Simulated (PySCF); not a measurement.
**A workflow on AlF3 (SMILES F[Al](F)F)**

We compute a structure relaxation (XLYP-D3(0)/cc-pVDZ), then the energy (CCSD(T)/aug-cc-pVDZ), then the vertical excitations (TDA-MN12-SX/cc-pwCVDZ) of AlF3. Input form: a Python script.

The results are computed with PySCF 2.14.0.

1 further run of the same task is left out (for a faulty analytic Hessian).

### Step 1. The system as given

The species is AlF3 (4 atoms), meant as a singlet with charge 0. As SMILES, `F[Al](F)F`. All atoms were displaced at random from a relaxed shape. The run starts from this shape.

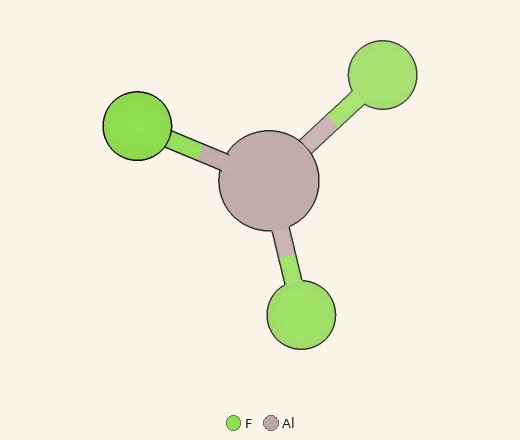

Viewed from a chosen angle; fluorine green, aluminium light grey.

### Step 2. A geometry optimisation at XLYP-D3(0)/cc-pVDZ (run 1)

The input, input.xyz:

```xyz
4

F      0.931134    -0.629151     1.200448
Al     0.074059     0.087442    -0.053058
F     -1.440932    -0.553845    -0.469086
F      0.448000     1.348670    -0.680817
```

The input, job.py:

```python
from pyscf import gto, dft
from pyscf.geomopt.geometric_solver import kernel as optimise

system = gto.M(
    atom='input.xyz',
    verbose=4,
    max_memory=1860,
    charge=0,
    basis='cc-pvdz',
)

mf = dft.RKS(system, xc='xlyp')
mf.disp = 'd3zero'
converged, mol_eq = optimise(mf, maxsteps=100, convergence_set='GAU_TIGHT')
print('converged:', converged)
print(mol_eq.tostring())

mf.reset(mol_eq)
system = mol_eq
mf.kernel()
e_final = mf.e_tot
print(f'total energy: {e_final:.8f} hartree')
```

Command:

```
OMP_NUM_THREADS=1 python job.py
```

The program printed:

```text
PySCF version 2.14.0

[INPUT] num. atoms = 4
[INPUT] num. electrons = 40
[INPUT] charge = 0
[INPUT] spin (= nelec alpha-beta = 2S) = 0
[INPUT] symmetry False subgroup None
[INPUT] Mole.unit = angstrom
[INPUT] Symbol           X                Y                Z      unit          X                Y                Z       unit  Magmom
[INPUT]  1 F      0.931134000000  -0.629151000000   1.200448000000 AA    1.759588245271  -1.188923080996   2.268517946782 Bohr   0.0
[INPUT]  2 Al     0.074059000000   0.087442000000  -0.053058000000 AA    0.139951227059   0.165241431784  -0.100265088717 Bohr   0.0
[INPUT]  3 F     -1.440932000000  -0.553845000000  -0.469086000000 AA   -2.722966844122  -1.046615365460  -0.886444068868 Bohr   0.0
[INPUT]  4 F      0.448000000000   1.348670000000  -0.680817000000 AA    0.846597303805   2.548616932417  -1.286557670948 Bohr   0.0

nuclear repulsion = 162.00855387204
number of shells = 20
number of NR pGTOs = 119
number of NR cGTOs = 60
basis = cc-pvdz
ecp = {}
Create scanner for <class 'pyscf.grad.rks.Gradients'>
Create scanner for <class 'pyscf.dft.rks.RKS'>

convergence_set           GAU_TIGHT
maxiter                   100
----------------------------------------------------------
Custom engine selected.
Bonds will be generated from interatomic distances less than 1.20 times sum of covalent radii
12 internal coordinates being used (instead of 12 Cartesians)
Internal coordinate system (atoms numbered from 1):
Distance 1-2
Distance 2-3
Distance 2-4
Angle 1-2-4
Angle 3-2-4
Out-of-Plane 2-1-3-4
Translation-X 1-4
Translation-Y 1-4
Translation-Z 1-4
Rotation-A 1-4
Rotation-B 1-4
Rotation-C 1-4
> ===== Optimization Info: ====
> Job type: Energy minimization
> Maximum number of optimization cycles: 100
> Initial / maximum trust radius (Angstrom): 0.100 / 0.300
> Convergence Criteria:
> Will converge when all 5 criteria are reached:
>  |Delta-E| < 1.00e-06
>  RMS-Grad  < 1.00e-05
>  Max-Grad  < 1.50e-05
>  RMS-Disp  < 4.00e-05
>  Max-Disp  < 6.00e-05
> === End Optimization Info ===

Geometry optimization cycle 1
Cartesian coordinates (Angstrom)
 Atom        New coordinates             dX        dY        dZ
   F   0.931134  -0.629151   1.200448    0.000000  0.000000  0.000000
  Al   0.074059   0.087442  -0.053058    0.000000  0.000000  0.000000
   F  -1.440932  -0.553845  -0.469086    0.000000  0.000000  0.000000
   F   0.448000   1.348670  -0.680817    0.000000  0.000000  0.000000

WARN: Mole.unit (angstrom) is changed to Bohr

New geometry
   1 F      0.931134000000  -0.629151000000   1.200448000000 AA    1.759588245271  -1.188923080996   2.268517946782 Bohr
   2 Al     0.074059000000   0.087442000000  -0.053058000000 AA    0.139951227059   0.165241431784  -0.100265088717 Bohr
   3 F     -1.440932000000  -0.553845000000  -0.469086000000 AA   -2.722966844122  -1.046615365460  -0.886444068868 Bohr
   4 F      0.448000000000   1.348670000000  -0.680817000000 AA    0.846597303805   2.548616932417  -1.286557670948 Bohr

******** <class 'pyscf.scf.hf.RKS_Scanner'> ********
method = RKS_Scanner
initial guess = minao
damping factor = 0
level_shift factor = 0
DIIS = <class 'pyscf.scf.diis.CDIIS'>
diis_start_cycle = 1
diis_space = 8
diis_damp = 0
SCF conv_tol = 1e-09
SCF conv_tol_grad = None
SCF max_cycles = 50
direct_scf = True
direct_scf_tol = 1e-13
XC library pyscf.dft.libxc version 7.0.0
    S. Lehtola, C. Steigemann, M. J.T. Oliveira, and M. A.L. Marques.,  SoftwareX 7, 1–5 (2018)
XC functionals = xlyp
    X. Xu and W. A. Goddard.,  Proc. Natl. Acad. Sci. U. S. A. 101, 2673 (2004)
radial grids:
    Treutler-Ahlrichs [JCP 102, 346 (1995); DOI:10.1063/1.469408] (M4) radial grids

becke partition: Becke, JCP 88, 2547 (1988); DOI:10.1063/1.454033
pruning grids: <function nwchem_prune>
grids dens level: 3
symmetrized grids: False
atomic radii adjust function: <function treutler_atomic_radii_adjust>
small_rho_cutoff = 0
Set gradient conv threshold to 3.16228e-05
Initial guess from minao.
tot grids = 61968
Calc dispersion correction with DFTD3.
Parameters: xc=xlyp, version=d3zero, atm=False
init E= -542.628226446649
  HOMO = -0.469310040868003  LUMO = -0.0995762058971201  gap/eV = 10.06097
cycle= 1 E= -542.137771798655  delta_E= 0.49  |g|= 1.19  |ddm|= 1.64
  HOMO = -0.15210645914377  LUMO = -0.0603918654750899  gap/eV = 2.49568
cycle= 2 E= -541.065273067378  delta_E= 1.07  |g|= 2.77  |ddm|= 2.17
  HOMO = -0.34601798115769  LUMO = -0.0886792051425673  gap/eV = 7.00254
cycle= 3 E= -542.377544683836  delta_E= -1.31  |g|= 0.208  |ddm|= 1.55
  HOMO = -0.324309255155413  LUMO = -0.0908661350119511  gap/eV = 6.35231
cycle= 4 E= -542.38161837343  delta_E= -0.00407  |g|= 0.148  |ddm|= 0.191
  HOMO = -0.329778704761678  LUMO = -0.092166662455142  gap/eV = 6.46575
cycle= 5 E= -542.38507769391  delta_E= -0.00346  |g|= 0.0124  |ddm|= 0.0722
  HOMO = -0.330046700319254  LUMO = -0.0916188697423386  gap/eV = 6.48795
cycle= 6 E= -542.385101955788  delta_E= -2.43e-05  |g|= 0.00633  |ddm|= 0.00937
  HOMO = -0.330476352941197  LUMO = -0.0915650539421451  gap/eV = 6.50111
cycle= 7 E= -542.385108596483  delta_E= -6.64e-06  |g|= 0.00119  |ddm|= 0.00356
  HOMO = -0.330587651502551  LUMO = -0.0916137193998856  gap/eV = 6.50281
cycle= 8 E= -542.385108826734  delta_E= -2.3e-07  |g|= 0.000116  |ddm|= 0.000565
[... 6 lines left out ...]
converged SCF energy = -542.385108829009
[... 14 lines left out ...]
Step    0 : Gradient = 1.629e-01/2.319e-01 (rms/max) Energy = -542.3851088290
[... 67 lines left out ...]
converged SCF energy = -542.419943579647
[... 80 lines left out ...]
converged SCF energy = -542.423850559096
[... 78 lines left out ...]
converged SCF energy = -542.427007854505
[... 78 lines left out ...]
converged SCF energy = -542.42747152604
[... 76 lines left out ...]
converged SCF energy = -542.42751535338
[... 74 lines left out ...]
converged SCF energy = -542.427520266486
[... 74 lines left out ...]
converged SCF energy = -542.427520698662
[... 74 lines left out ...]
converged SCF energy = -542.427521396434
[... 74 lines left out ...]
converged SCF energy = -542.427522285971
[... 74 lines left out ...]
converged SCF energy = -542.427523244332
[... 74 lines left out ...]
converged SCF energy = -542.4275239237
[... 75 lines left out ...]
converged SCF energy = -542.427524423237
[... 74 lines left out ...]
converged SCF energy = -542.427524946896
[... 74 lines left out ...]
converged SCF energy = -542.42752556369
[... 75 lines left out ...]
converged SCF energy = -542.427527179251
[... 73 lines left out ...]
converged SCF energy = -542.427529142156
[... 75 lines left out ...]
converged SCF energy = -542.427531523588
[... 34 lines left out ...]
converged SCF energy = -542.427534202708
[... 74 lines left out ...]
converged SCF energy = -542.427541453038
[... 75 lines left out ...]
converged SCF energy = -542.427544906253
[... 74 lines left out ...]
converged SCF energy = -542.427552513258
[... 74 lines left out ...]
converged SCF energy = -542.427562954201
[... 76 lines left out ...]
converged SCF energy = -542.427576586514
[... 78 lines left out ...]
converged SCF energy = -542.427595639589
[... 76 lines left out ...]
converged SCF energy = -542.427599576202
[... 74 lines left out ...]
converged SCF energy = -542.427603417365
[... 74 lines left out ...]
converged SCF energy = -542.427606523123
[... 74 lines left out ...]
converged SCF energy = -542.427609464225
[... 75 lines left out ...]
converged SCF energy = -542.427612530369
[... 74 lines left out ...]
converged SCF energy = -542.427612994538
[... 74 lines left out ...]
converged SCF energy = -542.427613499472
[... 74 lines left out ...]
converged SCF energy = -542.427613925446
[... 74 lines left out ...]
converged SCF energy = -542.427614027335
[... 70 lines left out ...]
converged SCF energy = -542.427614032296
[... 72 lines left out ...]
converged SCF energy = -542.427614030216
[... 1 line left out ...]
******** <class 'pyscf.grad.rhf.Gradients_Scanner'> for <class 'pyscf.scf.hf.RKS_Scanner'> ********
unit = Eh/Bohr
grid_response = False
Calc dispersion correction with DFTD3.
Parameters: xc=xlyp, version=d3zero, atm=False
--------------- RKS_Scanner gradients ---------------
         x                y                z
0 F    -0.0000929928     0.0000779431     0.0002365323
1 Al    -0.0000058659    -0.0000452625     0.0000793213
2 F    -0.0000266597    -0.0000244348     0.0001251117
3 F     0.0001046074    -0.0001905969    -0.0001234464
----------------------------------------------
cycle 36: E = -542.42761403  dE = 2.07922e-09  norm(grad) = 0.000398139
Step   35 : Displace = 5.248e-05/6.414e-05 (rms/max) Trust = 1.767e-03 (+) Grad = 6.188e-07/7.706e-07 (rms/max) E (change) = -542.4276140302 (+2.079e-09) Quality = -2.128
Not rejecting step - energy change meets convergence criteria
Hessian Eigenvalues: 8.24940e-03 3.02626e-02 5.00037e-02 ... 3.74486e-01 3.74758e-01 3.78710e-01

Geometry optimization cycle 37
Cartesian coordinates (Angstrom)
 Atom        New coordinates             dX        dY        dZ
   F   1.134992  -0.631187   1.144077    0.000003  0.000001  0.000001
  Al   0.068757   0.032929   0.018808    0.000004 -0.000002  0.000000
   F  -1.400846  -0.729249  -0.302190    0.000003 -0.000001  0.000004
   F   0.470394   1.458698  -0.787578   -0.000004 -0.000001 -0.000001
New geometry
   1 F      1.134992038017  -0.631187357445   1.144076890802 AA    2.144824105414  -1.192771238860   2.161991989059 Bohr
   2 Al     0.068756891856   0.032929141396   0.018808004535 AA    0.129931694784   0.062227058756   0.035541977521 Bohr
   3 F     -1.400845858045  -0.729248584642  -0.302190430448 AA   -2.647215014436  -1.378080101701  -0.571057151010 Bohr
   4 F      0.470394170482   1.458698034130  -0.787578403943 AA    0.888916152802   2.756539782947  -1.488307485074 Bohr

******** <class 'pyscf.scf.hf.RKS_Scanner'> ********
method = RKS_Scanner
initial guess = minao
damping factor = 0
level_shift factor = 0
DIIS = <class 'pyscf.scf.diis.CDIIS'>
diis_start_cycle = 1
diis_space = 8
diis_damp = 0
SCF conv_tol = 1e-09
SCF conv_tol_grad = None
SCF max_cycles = 50
direct_scf = True
direct_scf_tol = 1e-13
XC library pyscf.dft.libxc version 7.0.0
    S. Lehtola, C. Steigemann, M. J.T. Oliveira, and M. A.L. Marques.,  SoftwareX 7, 1–5 (2018)
XC functionals = xlyp
    X. Xu and W. A. Goddard.,  Proc. Natl. Acad. Sci. U. S. A. 101, 2673 (2004)
radial grids:
    Treutler-Ahlrichs [JCP 102, 346 (1995); DOI:10.1063/1.469408] (M4) radial grids

becke partition: Becke, JCP 88, 2547 (1988); DOI:10.1063/1.454033
pruning grids: <function nwchem_prune>
grids dens level: 3
symmetrized grids: False
atomic radii adjust function: <function treutler_atomic_radii_adjust>
small_rho_cutoff = 0
Set gradient conv threshold to 3.16228e-05
tot grids = 61968
Calc dispersion correction with DFTD3.
Parameters: xc=xlyp, version=d3zero, atm=False
init E= -542.427614686065
  HOMO = -0.336390506508585  LUMO = -0.101491678049933  gap/eV = 6.39192
cycle= 1 E= -542.427614028599  delta_E= 6.57e-07  |g|= 6.08e-06  |ddm|= 9.04e-06
  HOMO = -0.336389486592951  LUMO = -0.101491802538989  gap/eV = 6.39189
cycle= 2 E= -542.427614028579  delta_E= 1.98e-11  |g|= 1.29e-05  |ddm|= 1.02e-05
  HOMO = -0.336392276023151  LUMO = -0.101492135825923  gap/eV = 6.39196
Extra cycle  E= -542.427614028478  delta_E= 1e-10  |g|= 2.77e-05  |ddm|= 2.15e-05
converged SCF energy = -542.427614028478

******** <class 'pyscf.grad.rhf.Gradients_Scanner'> for <class 'pyscf.scf.hf.RKS_Scanner'> ********
unit = Eh/Bohr
grid_response = False
Calc dispersion correction with DFTD3.
Parameters: xc=xlyp, version=d3zero, atm=False
--------------- RKS_Scanner gradients ---------------
         x                y                z
0 F    -0.0000934556     0.0000781531     0.0002362566
1 Al    -0.0000048472    -0.0000454144     0.0000796194
2 F    -0.0000269445    -0.0000243988     0.0001250849
3 F     0.0001043225    -0.0001906518    -0.0001234557
----------------------------------------------
cycle 37: E = -542.427614028  dE = 1.73816e-09  norm(grad) = 0.000398151
Step   36 : Displace = 2.346e-06/2.903e-06 (rms/max) Trust = 2.624e-05 (-) Grad = 4.647e-07/6.599e-07 (rms/max) E (change) = -542.4276140285 (+1.738e-09) Quality = -513.325
Hessian Eigenvalues: 8.24940e-03 3.02626e-02 5.00037e-02 ... 3.74486e-01 3.74758e-01 3.78710e-01
Converged! =D

converged: True
F           1.13499204       -0.63118736        1.14407689
Al          0.06875689        0.03292914        0.01880800
F          -1.40084586       -0.72924858       -0.30219043
F           0.47039417        1.45869803       -0.78757840

******** <class 'pyscf.dft.rks.RKS'> ********
method = RKS
initial guess = minao
damping factor = 0
level_shift factor = 0
DIIS = <class 'pyscf.scf.diis.CDIIS'>
diis_start_cycle = 1
diis_space = 8
diis_damp = 0
SCF conv_tol = 1e-09
SCF conv_tol_grad = None
SCF max_cycles = 50
direct_scf = True
direct_scf_tol = 1e-13
XC library pyscf.dft.libxc version 7.0.0
    S. Lehtola, C. Steigemann, M. J.T. Oliveira, and M. A.L. Marques.,  SoftwareX 7, 1–5 (2018)
XC functionals = xlyp
    X. Xu and W. A. Goddard.,  Proc. Natl. Acad. Sci. U. S. A. 101, 2673 (2004)
radial grids:
    Treutler-Ahlrichs [JCP 102, 346 (1995); DOI:10.1063/1.469408] (M4) radial grids

becke partition: Becke, JCP 88, 2547 (1988); DOI:10.1063/1.454033
pruning grids: <function nwchem_prune>
grids dens level: 3
symmetrized grids: False
atomic radii adjust function: <function treutler_atomic_radii_adjust>
small_rho_cutoff = 0
Set gradient conv threshold to 3.16228e-05
Initial guess from minao.
tot grids = 61968
Calc dispersion correction with DFTD3.
Parameters: xc=xlyp, version=d3zero, atm=False
init E= -542.482222242005
  HOMO = -0.46693844058704  LUMO = -0.108153835999037  gap/eV = 9.76303
cycle= 1 E= -542.177333984812  delta_E= 0.305  |g|= 1.18  |ddm|=  1.6
  HOMO = -0.158252462763988  LUMO = -0.0667824157489183  gap/eV = 2.48903
cycle= 2 E= -540.914242253563  delta_E= 1.26  |g|= 2.93  |ddm|=  2.3
  HOMO = -0.340037266223517  LUMO = -0.0983937197577087  gap/eV = 6.57546
cycle= 3 E= -542.427344102275  delta_E= -1.51  |g|= 0.0241  |ddm|= 1.65
  HOMO = -0.335769793029964  LUMO = -0.102549457327955  gap/eV = 6.34625
cycle= 4 E= -542.427529296468  delta_E= -0.000185  |g|= 0.0201  |ddm|= 0.0573
  HOMO = -0.336028148703128  LUMO = -0.101377986966118  gap/eV = 6.38516
cycle= 5 E= -542.427611938904  delta_E= -8.26e-05  |g|= 0.00352  |ddm|= 0.0163
  HOMO = -0.336333253519953  LUMO = -0.101476598572799  gap/eV = 6.39078
cycle= 6 E= -542.427613726164  delta_E= -1.79e-06  |g|= 0.00134  |ddm|= 0.00184
  HOMO = -0.33636443823363  LUMO = -0.101486974848786  gap/eV = 6.39134
cycle= 7 E= -542.427614016873  delta_E= -2.91e-07  |g|= 0.000262  |ddm|= 0.000729
  HOMO = -0.336389013824859  LUMO = -0.101492718184187  gap/eV = 6.39185
cycle= 8 E= -542.427614028481  delta_E= -1.16e-08  |g|= 2.53e-05  |ddm|= 0.000131
  HOMO = -0.336390237761464  LUMO = -0.101491882111164  gap/eV = 6.39191
cycle= 9 E= -542.427614028606  delta_E= -1.25e-10  |g|= 1.48e-06  |ddm|= 1.77e-05
  HOMO = -0.336390585998265  LUMO = -0.101491935031207  gap/eV = 6.39192
Extra cycle  E= -542.427614028604  delta_E= 2.05e-12  |g|= 2.98e-06  |ddm|= 2.24e-06
converged SCF energy = -542.427614028604
total energy: -542.42761403 hartree
```

Wall time 3.9 min (1 thread of Intel Xeon at 2.70GHz, shared host); peak memory 0.58 GiB.

Step by step:

```csv
step,energy from the first frame kept (eV),largest force (eV/Å)
0,0.0000,11.9225
2,-1.0542,1.0779
4,-1.1527,0.0901
6,-1.1541,0.0123
8,-1.1541,0.0106
10,-1.1542,0.0093
12,-1.1542,0.0084
14,-1.1542,0.0081
16,-1.1543,0.0097
18,-1.1545,0.0113
20,-1.1547,0.0151
22,-1.1552,0.0256
24,-1.1561,0.0443
26,-1.1563,0.0171
28,-1.1565,0.0205
30,-1.1566,0.0196
32,-1.1566,0.0150
34,-1.1566,0.0136
36,-1.1566,0.0137
```

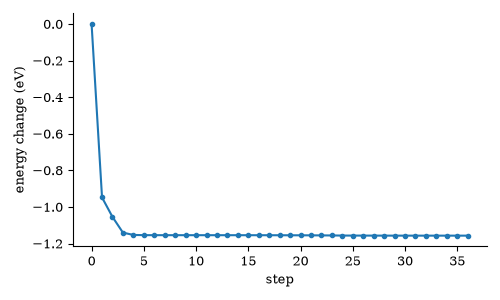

Energy along the run.

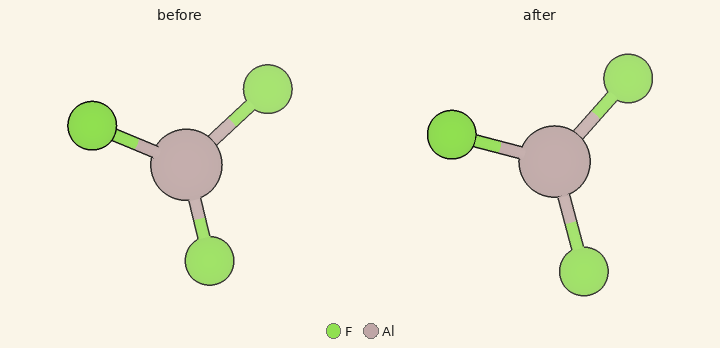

Before and after, at one scale.

After the run. Bond lengths: F1–Al2 1.686 Å, Al2–F3 1.686 Å, Al2–F4 1.687 Å. Angles: F1–Al2–F3 120.0°, F1–Al2–F4 120.1°, F3–Al2–F4 119.9°.

(Part 1 of 2 ends here.)
